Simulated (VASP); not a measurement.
Band structure of K (bcc). Computed with vdW-DF-cx, VASP's PBE PAW potentials (set 64) (plane waves; VASP).

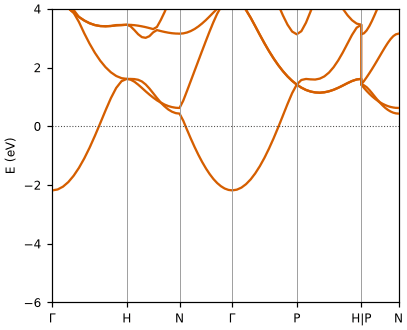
*Bands along high-symmetry lines, zero at the valence-band maximum or, without a gap, the Fermi level*

### Question
Read the plot: is there a gap, and where are the band edges?

### Answer
It has no gap at this level: it comes out as a metal or semimetal. (Edges off the drawn lines would not show.)

The compound is K in the bcc structure. The cell was not relaxed at this level.
